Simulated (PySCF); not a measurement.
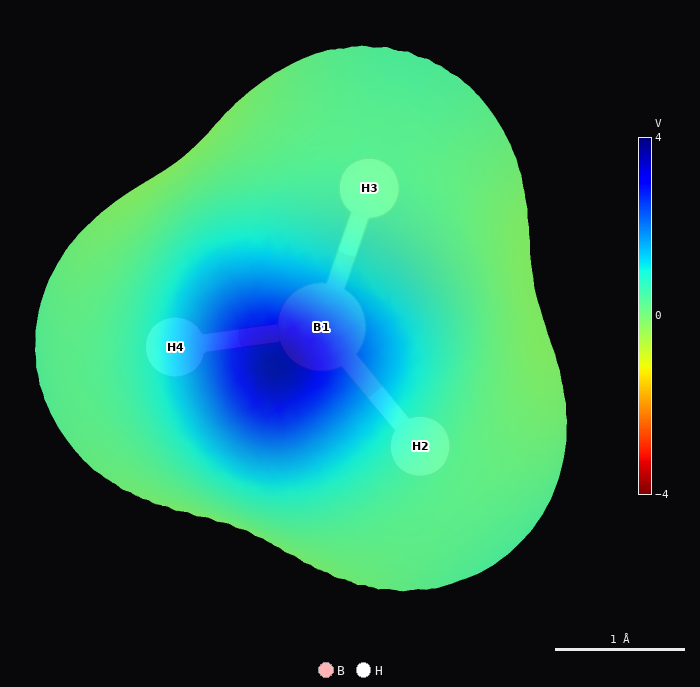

BH3 (SMILES B). The electrostatic potential painted on the density surface at 0.004 e/bohr³, seen at a tilt; red is negative and blue positive.

Geometry: PBE0-D3(BJ)/ma-def2-SVP.

These are results of DFT single point, gas phase, functional M06-2X in PySCF 2.14.0, density-fitted response routines, not measurements.

Question: Describe the electrostatic potential map.

Answer: The most negative region (about −0.2 V) lies over H2, the most positive (about +3.7 V) over B1.
